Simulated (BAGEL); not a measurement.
# A workflow on CH3FGeO (SMILES C[O][Ge][F])

Wanted: a single-point energy (HF/def2-SV(P)), then the energy (NEVPT2(2,2)/def2-SV(P)), then a single-point energy (CASPT2(2,2)/def2-SV(P)) of CH3FGeO. 

The calculation is run with BAGEL 1.2.2.

2 further runs of the same task are left out: 2 set aside as unsound or not needed.

### Step 1. The system as given

CH3FGeO has 7 atoms, charge 0, and is taken as a singlet. As SMILES, `C[O][Ge][F]`. One bond was lengthened or shortened from a relaxed shape.

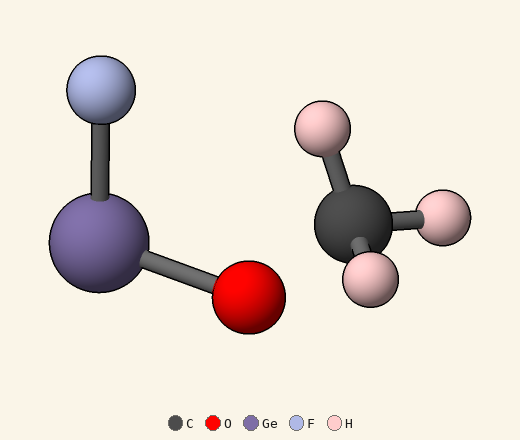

Viewed from a chosen angle; carbon dark grey, oxygen red, germanium purple, fluorine light blue, hydrogen pink.

### Step 2. A single-point energy at HF/def2-SV(P) (density fitting with svp-jkfit) (run 1)

Contents of calc.json:

```json
{ "bagel": [

{
  "title": "molecule",
  "basis": "def2-sv_p_.json",
  "df_basis": "svp-jkfit",
  "angstrom": true,
  "geometry": [
    { "atom": "C", "xyz": [      -0.642383,       0.471595,       0.554923 ] },
    { "atom": "O", "xyz": [       0.412400,       0.624200,      -0.671900 ] },
    { "atom": "Ge", "xyz": [       1.441700,      -0.610700,      -1.398400 ] },
    { "atom": "F", "xyz": [       0.967400,      -1.990600,      -0.400200 ] },
    { "atom": "H", "xyz": [      -0.686083,      -0.552105,       0.933823 ] },
    { "atom": "H", "xyz": [      -0.345583,       1.141195,       1.366623 ] },
    { "atom": "H", "xyz": [      -1.636283,       0.768595,       0.209723 ] }
  ]
},

{ "title": "hf" },

{ "title": "print", "file": "orbitals.molden", "orbitals": true }

]}
```

The basis set def2-SV(P) is read from a file made from the Basis Set Exchange's data (not shown).

Launch:

```sh
$ BAGEL_NUM_THREADS=1 BAGEL calc.json > calc.out
```

The program printed:

```text
* using 1 threads per process

  ===============================================================
  ===============================================================

  *** Geometry ***

  { "atom" : "C", "xyz" : [     -1.213928,      0.891185,      1.048652 ] },
  { "atom" : "O", "xyz" : [      0.779323,      1.179567,     -1.269707 ] },
  { "atom" : "Ge", "xyz" : [      2.724418,     -1.154056,     -2.642593 ] },
  { "atom" : "F", "xyz" : [      1.828121,     -3.761689,     -0.756268 ] },
  { "atom" : "H", "xyz" : [     -1.296509,     -1.043327,      1.764670 ] },
  { "atom" : "H", "xyz" : [     -0.653057,      2.156546,      2.582543 ] },
  { "atom" : "H", "xyz" : [     -3.092127,      1.452434,      0.396319 ] },

  Number of auxiliary basis functions:      549

  Since a DF basis is specified, we compute 2- and 3-index integrals:
    o Being stored without compression. Storage requirement is 0.028 GB

  Number of basis functions:       80
  Number of electrons      :       58

    * METHOD: MOLECULE                             0.30

  *** RHF ***

  === Nuclear Repulsion ===
   269.3403858238

      * DIIS with orbital gradients will be used.

  === RHF iteration (def2-sv_p_.json) ===
      0      -2288.59273109          0.02156656           0.09
      1      -2288.72471466          0.01744118           0.09
      2      -2288.86183229          0.00153969           0.09
      3      -2288.86353571          0.00085678           0.09
      4      -2288.86395921          0.00015975           0.09
      5      -2288.86398906          0.00006613           0.09
      6      -2288.86399355          0.00002676           0.09
      7      -2288.86399457          0.00000563           0.09
      8      -2288.86399460          0.00000270           0.09
      9      -2288.86399461          0.00000090           0.09
     10      -2288.86399461          0.00000045           0.09
     11      -2288.86399461          0.00000016           0.09
     12      -2288.86399461          0.00000008           0.09
     13      -2288.86399461          0.00000003           0.09
     14      -2288.86399461          0.00000001           0.09
    * SCF iteration converged.

    * Permanent dipole moment:
           (    0.258255,    -0.311104,    -0.181398) a.u.

    * METHOD: HF                                   1.55

    * METHOD: PRINT                                0.02

  ===============================================================
```

It took 2 s on 1 thread of Arm Neoverse V1, shared host; peak memory 0.14 GiB.

### Step 3. The energy at NEVPT2(2,2)/def2-SV(P) (density fitting with svp-jkfit) (run 2)

Contents of job.json:

```json
{ "bagel" : [

{
  "title" : "molecule",
  "basis" : "def2-sv_p_.json",
  "df_basis" : "svp-jkfit",
  "angstrom" : true,
  "geometry" : [
    { "atom" : "C", "xyz" : [   -0.642383,    0.471595,    0.554923 ] },
    { "atom" : "O", "xyz" : [    0.412400,    0.624200,   -0.671900 ] },
    { "atom" : "Ge", "xyz" : [    1.441700,   -0.610700,   -1.398400 ] },
    { "atom" : "F", "xyz" : [    0.967400,   -1.990600,   -0.400200 ] },
    { "atom" : "H", "xyz" : [   -0.686083,   -0.552105,    0.933823 ] },
    { "atom" : "H", "xyz" : [   -0.345583,    1.141195,    1.366623 ] },
    { "atom" : "H", "xyz" : [   -1.636283,    0.768595,    0.209723 ] }
  ]
},
{ "title" : "hf" },
{ "title" : "nevpt2", "nstate" : 1, "nact" : 2, "nclosed" : 28, "active" : [19, 36], "maxiter" : 200, "natocc" : true, "ncore" : 12 },
{ "title" : "print", "file" : "orbitals.molden", "orbitals" : true }

]}
```

The basis set def2-SV(P) is read from a file made from the Basis Set Exchange's data (not shown).

Launch:

```sh
$ BAGEL_NUM_THREADS=1 BAGEL job.json > job.out
```

The program printed:

```text
* using 1 threads per process

  ===============================================================
  ===============================================================

  *** Geometry ***

  { "atom" : "C", "xyz" : [     -1.213928,      0.891185,      1.048652 ] },
  { "atom" : "O", "xyz" : [      0.779323,      1.179567,     -1.269707 ] },
  { "atom" : "Ge", "xyz" : [      2.724418,     -1.154056,     -2.642593 ] },
  { "atom" : "F", "xyz" : [      1.828121,     -3.761689,     -0.756268 ] },
  { "atom" : "H", "xyz" : [     -1.296509,     -1.043327,      1.764670 ] },
  { "atom" : "H", "xyz" : [     -0.653057,      2.156546,      2.582543 ] },
  { "atom" : "H", "xyz" : [     -3.092127,      1.452434,      0.396319 ] },

  Number of auxiliary basis functions:      549

  Since a DF basis is specified, we compute 2- and 3-index integrals:
    o Being stored without compression. Storage requirement is 0.028 GB

  Number of basis functions:       80
  Number of electrons      :       58

    * METHOD: MOLECULE                             0.30

  *** RHF ***

  === Nuclear Repulsion ===
   269.3403858238

      * DIIS with orbital gradients will be used.

  === RHF iteration (def2-sv_p_.json) ===
      0      -2288.59273109          0.02156656           0.09
      1      -2288.72471466          0.01744118           0.08
      2      -2288.86183229          0.00153969           0.09
      3      -2288.86353571          0.00085678           0.08
      4      -2288.86395921          0.00015975           0.09
      5      -2288.86398906          0.00006613           0.08
      6      -2288.86399355          0.00002676           0.09
      7      -2288.86399457          0.00000563           0.09
      8      -2288.86399460          0.00000270           0.09
      9      -2288.86399461          0.00000090           0.09
     10      -2288.86399461          0.00000045           0.09
     11      -2288.86399461          0.00000016           0.09
     12      -2288.86399461          0.00000008           0.09
     13      -2288.86399461          0.00000003           0.09
     14      -2288.86399461          0.00000001           0.09
    * SCF iteration converged.

    * Permanent dipole moment:
           (    0.258255,    -0.311104,    -0.181398) a.u.

    * METHOD: HF                                   1.53

    * freezing 12 orbitals
  ---------------------------
      CASSCF calculation
  ---------------------------

    ==== Active orbitals : =====
         Orbital 19
         Orbital 36
    ============================

    * nstate   :      1
    * nclosed  :     28
    * nact     :      2
    * nvirt    :     50
  === CASSCF iteration (def2-sv_p_.json) ===

    * Using the second-order algorithm

      0  0     -2288.86419940     4.81e-05      0.02

      1  0     -2288.86449991     7.72e-05      0.40

      2  0     -2288.86895052     6.40e-04      0.36

      3  0     -2288.88396902     1.08e-03      0.42

      4  0     -2288.89058209     7.14e-04      0.47

      5  0     -2288.89117301     3.95e-04      0.48

      6  0     -2288.89122400     1.85e-04      0.47

      7  0     -2288.89123091     7.90e-05      0.51

      8  0     -2288.89123204     3.28e-05      0.49

      9  0     -2288.89123223     1.35e-05      0.51

     10  0     -2288.89123226     5.52e-06      0.49

     11  0     -2288.89123227     2.26e-06      0.50

     12  0     -2288.89123227     9.25e-07      0.49

     13  0     -2288.89123227     3.78e-07      0.48

     14  0     -2288.89123227     1.55e-07      0.45

     15  0     -2288.89123227     6.33e-08      0.43

     16  0     -2288.89123227     2.59e-08      0.38

     17  0     -2288.89123227     1.06e-08      0.38

     18  0     -2288.89123227     4.33e-09      0.34

    * Second-order optimization converged. *

     guess   0:   closed 1.                   open ..

  === FCI iteration ===

      0  0     -2288.86309588     1.00e-01      0.00
      1  0     -2288.89106167     6.15e-03      0.00
      2  0 *   -2288.89123227     3.58e-16      0.00

     * ci vector, state   0, <S^2> = 0.0000
       2.     0.9902275930
       .2    -0.1394607976

  === DF-NEVPT2 calculation ===

    * 3-index integral transformation done
    * assembly done

      NEVPT2 correlation energy:   -0.6789418551      0.18

          (+0)     -0.5653783633
          (+0)'    -0.0489577817
          (+1)     -0.0110581848
          (+1)'    -0.0000000000
          (+2)     -0.0008846340
          (-1)     -0.0479419466
          (-1)'     0.0000000000
          (-2)     -0.0047209447

      NEVPT2 total energy:       -2289.5701741220

    * METHOD: NEVPT2                               8.58

    * METHOD: PRINT                                0.02

  ===============================================================
```

Wall time 11 s (1 thread of Arm Neoverse V1, shared host); peak memory 0.14 GiB.

### Step 4. The energy at CASPT2(2,2)/def2-SV(P) (density fitting with svp-jkfit) (run 3)

Contents of job.json:

```json
{ "bagel": [

{
  "title": "molecule",
  "basis": "def2-sv_p_.json",
  "df_basis": "svp-jkfit",
  "angstrom": "true",
  "geometry": [
    { "atom": "C", "xyz": [   -0.642383,    0.471595,    0.554923 ] },
    { "atom": "O", "xyz": [    0.412400,    0.624200,   -0.671900 ] },
    { "atom": "Ge", "xyz": [    1.441700,   -0.610700,   -1.398400 ] },
    { "atom": "F", "xyz": [    0.967400,   -1.990600,   -0.400200 ] },
    { "atom": "H", "xyz": [   -0.686083,   -0.552105,    0.933823 ] },
    { "atom": "H", "xyz": [   -0.345583,    1.141195,    1.366623 ] },
    { "atom": "H", "xyz": [   -1.636283,    0.768595,    0.209723 ] }
  ]
},
{ "title": "hf" },
{ "title": "casscf", "nstate": 1, "nact": 2, "nclosed": 28, "active": [19, 36], "maxiter": 200, "natocc": "true" },
{ "title": "print", "file": "orbitals.molden", "orbitals": "true" },
{ "title": "smith", "method": "caspt2", "ms": "true", "xms": "true", "sssr": "true", "shift": 0.2, "shift_imag": "true", "ncore": 12 }

]}
```

The basis set def2-SV(P) is read from a file made from the Basis Set Exchange's data (not shown).

Launch:

```sh
$ BAGEL_NUM_THREADS=1 BAGEL job.json > job.out
```

The program printed:

```text
* using 1 threads per process

  ===============================================================
  ===============================================================

  *** Geometry ***

  { "atom" : "C", "xyz" : [     -1.213928,      0.891185,      1.048652 ] },
  { "atom" : "O", "xyz" : [      0.779323,      1.179567,     -1.269707 ] },
  { "atom" : "Ge", "xyz" : [      2.724418,     -1.154056,     -2.642593 ] },
  { "atom" : "F", "xyz" : [      1.828121,     -3.761689,     -0.756268 ] },
  { "atom" : "H", "xyz" : [     -1.296509,     -1.043327,      1.764670 ] },
  { "atom" : "H", "xyz" : [     -0.653057,      2.156546,      2.582543 ] },
  { "atom" : "H", "xyz" : [     -3.092127,      1.452434,      0.396319 ] },

  Number of auxiliary basis functions:      549

  Since a DF basis is specified, we compute 2- and 3-index integrals:
    o Being stored without compression. Storage requirement is 0.028 GB

  Number of basis functions:       80
  Number of electrons      :       58

    * METHOD: MOLECULE                             0.30

  *** RHF ***

  === Nuclear Repulsion ===
   269.3403858238

      * DIIS with orbital gradients will be used.

  === RHF iteration (def2-sv_p_.json) ===
      0      -2288.59273109          0.02156656           0.09
      1      -2288.72471466          0.01744118           0.09
      2      -2288.86183229          0.00153969           0.09
      3      -2288.86353571          0.00085678           0.09
      4      -2288.86395921          0.00015975           0.09
      5      -2288.86398906          0.00006613           0.09
      6      -2288.86399355          0.00002676           0.09
      7      -2288.86399457          0.00000563           0.09
      8      -2288.86399460          0.00000270           0.08
      9      -2288.86399461          0.00000090           0.09
     10      -2288.86399461          0.00000045           0.09
     11      -2288.86399461          0.00000016           0.09
     12      -2288.86399461          0.00000008           0.09
     13      -2288.86399461          0.00000003           0.09
     14      -2288.86399461          0.00000001           0.09
    * SCF iteration converged.

    * Permanent dipole moment:
           (    0.258255,    -0.311104,    -0.181398) a.u.

    * METHOD: HF                                   1.54

  ---------------------------
      CASSCF calculation
  ---------------------------

    ==== Active orbitals : =====
         Orbital 19
         Orbital 36
    ============================

    * nstate   :      1
    * nclosed  :     28
    * nact     :      2
    * nvirt    :     50
  === CASSCF iteration (def2-sv_p_.json) ===

    * Using the second-order algorithm

      0  0     -2288.86419940     4.81e-05      0.02

      1  0     -2288.86449991     7.72e-05      0.40

      2  0     -2288.86895052     6.40e-04      0.36

      3  0     -2288.88396902     1.08e-03      0.42

      4  0     -2288.89058209     7.14e-04      0.47

      5  0     -2288.89117301     3.95e-04      0.48

      6  0     -2288.89122400     1.85e-04      0.47

      7  0     -2288.89123091     7.90e-05      0.51

      8  0     -2288.89123204     3.28e-05      0.49

      9  0     -2288.89123223     1.35e-05      0.51

     10  0     -2288.89123226     5.52e-06      0.49

     11  0     -2288.89123227     2.26e-06      0.51

     12  0     -2288.89123227     9.25e-07      0.50

     13  0     -2288.89123227     3.78e-07      0.50

     14  0     -2288.89123227     1.55e-07      0.45

     15  0     -2288.89123227     6.33e-08      0.42

     16  0     -2288.89123227     2.59e-08      0.38

     17  0     -2288.89123227     1.06e-08      0.37

     18  0     -2288.89123227     4.33e-09      0.34

    * Second-order optimization converged. *

     guess   0:   closed 1.                   open ..

  === FCI iteration ===

      0  0     -2288.86309588     1.00e-01      0.00
      1  0     -2288.89106167     6.15e-03      0.00
      2  0 *   -2288.89123227     3.58e-16      0.00

     * ci vector, state   0, <S^2> = 0.0000
       2.     0.9902275930
       .2    -0.1394607976

    * METHOD: CASSCF                               8.30

    * METHOD: PRINT                                0.02

  === SMITH program ===

    * freezing 12 orbitals

    * Approximate memory requirement for SMITH calulation per MPI process:
      o Storage requirement for T-amplitude, lambda, and residual is 0.02 GB
      o Storage requirement for MO integrals is 0.01 GB
    * Calculating and saving rdm4f

    * Zeroth order energy : state  0       -1.2365361175

    * CASPT2 iteration is performed using orthogonal basis

      -------------------------------------------  CASPT2 iteration  ---------------------------------------------------
       #      aibj      arbs      arbi      airj      risj      airs      arst      rist         Etot      error   time
      ------------------------------------------------------------------------------------------------------------------

       0  -0.56482  -0.00548  -0.04832  -0.01171  -0.00123  -0.04311  -0.00000  -0.00000   -0.6746625  0.0023464   0.09
       1  -0.56520  -0.00554  -0.04871  -0.01194  -0.00132  -0.04423  -0.00000  -0.00000   -0.6769472  0.0004136   0.08
       2  -0.56525  -0.00554  -0.04866  -0.01196  -0.00133  -0.04430  -0.00000  -0.00000   -0.6770444  0.0000809   0.08
       3  -0.56525  -0.00555  -0.04866  -0.01195  -0.00133  -0.04431  -0.00000  -0.00000   -0.6770472  0.0000172   0.08
       4  -0.56525  -0.00555  -0.04866  -0.01194  -0.00133  -0.04431  -0.00000  -0.00000   -0.6770473  0.0000039   0.08
       5  -0.56525  -0.00555  -0.04866  -0.01195  -0.00133  -0.04431   0.00000  -0.00000   -0.6770473  0.0000009   0.09

      ------------------------------------------------------------------------------------------------------------------

    * CASPT2 energy : state  0    -2289.5708810285
        w/o shift correction      -2289.5682796144
        reference weight              0.8467720601

    * METHOD: SMITH                                0.77

  ===============================================================
```

Wall time 11 s (1 thread of Arm Neoverse V1, shared host); peak memory 0.22 GiB.

### Step 5. Summary of results

| quantity | value |
| --- | --- |
| run 1, HF/def2-SV(P): total energy | -2288.86399 Eh |
| run 1, HF/def2-SV(P): dipole moment | 1.13 D |
| run 1, HF/def2-SV(P): HOMO energy | -10.61 eV |
| run 1, HF/def2-SV(P): LUMO energy | 1.42 eV |
| run 1, HF/def2-SV(P): HOMO–LUMO gap | 12.03 eV |
| run 2, NEVPT2(2,2)/def2-SV(P): total energy | -2289.57017 Eh |
| run 3, CASPT2(2,2)/def2-SV(P): total energy | -2289.57088 Eh |
